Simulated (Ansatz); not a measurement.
# BH3S (SMILES BS) at r2SCAN/STO-3G

What is the vertical ionisation energy of BH3S at r2SCAN/STO-3G? 

The results are computed with Ansatz 0.2.0.

54 further runs of the same task are left out: 2 that didn't finish, 52 set aside as unsound or not needed.

## 1. The structure to begin with

The species is BH3S (5 atoms), meant as a singlet with charge 0. SMILES: `BS`. The shape is that of a PBE0-D4/def2-TZVP optimisation.

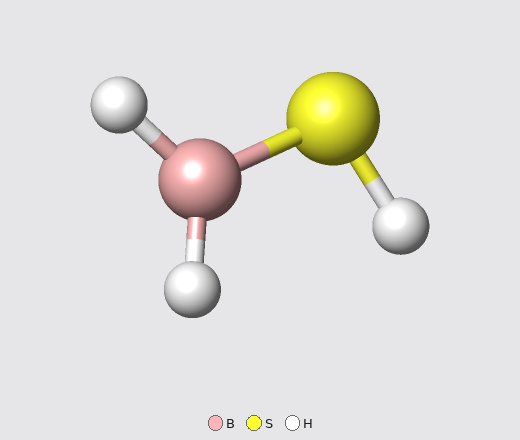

Viewed from a chosen angle; boron pink, sulfur yellow, hydrogen white.

## 2. A single-point energy at r2SCAN/STO-3G

run.yaml reads:

```yaml
crystal:
  periodic: [false, false, false]
  atoms:
    - {symbol: B, position_ang: [-0.392100, -0.421000, 0.088100]}
    - {symbol: S, position_ang: [0.161700, 1.236900, -0.154300]}
    - {symbol: H, position_ang: [-1.562900, -0.556400, 0.264200]}
    - {symbol: H, position_ang: [0.367100, -1.337600, 0.074200]}
    - {symbol: H, position_ang: [1.476100, 1.004400, -0.313600]}
basis:
  gaussian: {orbitals: STO-3G}
hamiltonian: {xc: r2scan}
accuracy: high
```

Command:

```console
$ ansatz run run.yaml --threads 1 --pin off --max-ram 2610MiB --events-out events.jsonl --progress --plain --runs-dir runs
```

The program printed:

```text
Warning: RAYON_NUM_THREADS=1 ignored (pool sized by the plan → 1); use --threads N
Functional definition: r2SCAN
  name "r2SCAN"
  parameter k0 = 0.174
  parameter k1 = 0.065
  parameter a1 = 4.9479
  exchange = r2scan_x(k0 = k0, k1 = k1, a1 = a1)
  correlation = r2scan_c
287 factors; integrals over basis functions are off by at most 2.4e-8 eV
mean field evaluation 1: about -11431.1264 eV, gradient 8.4e0 eV
mean field evaluation 2: about -11431.0968 eV, gradient 8.6e0 eV
mean field evaluation 4: about -11431.4459 eV, gradient 1.1e-1 eV
mean field evaluation 8: about -11431.3843 eV, gradient 1.0e-2 eV
mean field evaluation 16: about -11431.3843 eV, gradient 6.7e-8 eV
mean field -11431.38431695 eV, -420.0956251772 hartree, gradient 6.7e-8 eV, S^2 0.000000; 0 other end points of the search recorded, 0 dependent functions left out
reference -11431.38431730 eV, -420.0956251902 hartree; 12, 12 occupied and 5, 5 virtual orbitals, 287 factors
Total energy: -11431.38431730 eV, -420.0956251902 hartree
```

Wall time 2 s (1 thread of Arm Neoverse V1, shared host); peak memory 0.13 GiB.

## 3. The doublet cation at the same level

in.yaml reads:

```yaml
crystal:
  periodic: [false, false, false]
  atoms:
    - {symbol: B, position_ang: [-0.392100, -0.421000, 0.088100]}
    - {symbol: S, position_ang: [0.161700, 1.236900, -0.154300]}
    - {symbol: H, position_ang: [-1.562900, -0.556400, 0.264200]}
    - {symbol: H, position_ang: [0.367100, -1.337600, 0.074200]}
    - {symbol: H, position_ang: [1.476100, 1.004400, -0.313600]}
basis:
  gaussian: {orbitals: STO-3G}
total_charge: 1
accuracy: high
magnetization: {spin_polarized: true, initial_magnetization: 1}
hamiltonian: {xc: r2scan}
```

Command:

```console
$ ansatz run in.yaml --threads 1 --pin off --max-ram 2610MiB --events-out events.jsonl --progress --plain --runs-dir runs
```

The program printed, cut to the lines that bear on the results:

```text
Warning: RAYON_NUM_THREADS=1 ignored (pool sized by the plan → 1); use --threads N
[... 7 set-up lines as earlier in the session ...]
287 factors; integrals over basis functions are off by at most 2.4e-8 eV
mean field evaluation 1: about -11421.7363 eV, gradient 7.1e0 eV
mean field evaluation 2: about -11416.5231 eV, gradient 2.0e1 eV
mean field evaluation 4: about -11422.2541 eV, gradient 1.6e0 eV
mean field evaluation 8: about -11422.2323 eV, gradient 2.6e-2 eV
mean field evaluation 16: about -11422.2323 eV, gradient 9.5e-7 eV
mean field -11422.23232984 eV, -419.7592958543 hartree, gradient 9.0e-8 eV, S^2 0.751984; 1 other end points of the search recorded, 0 dependent functions left out
reference -11422.23233058 eV, -419.7592958816 hartree; 12, 11 occupied and 5, 6 virtual orbitals, 287 factors
Total energy: -11422.23233058 eV, -419.7592958816 hartree
```

Wall time 3.9 s (1 thread of Arm Neoverse V1, shared host); peak memory 0.21 GiB.

## 4. Results

Level: r2SCAN/STO-3G.

| quantity | value |
| --- | --- |
| singlet BH3S: total energy | -420.09563 Eh |
| doublet cation: total energy | -419.75930 Eh |
| doublet cation: ⟨S²⟩ | 0.752 |
| vertical ionisation energy (to the doublet cation) | 9.152 eV |

The vertical ionisation energy comes to 9.15 eV (211 kcal/mol). In a minimal basis such a difference can be off by several eV, whatever the method.
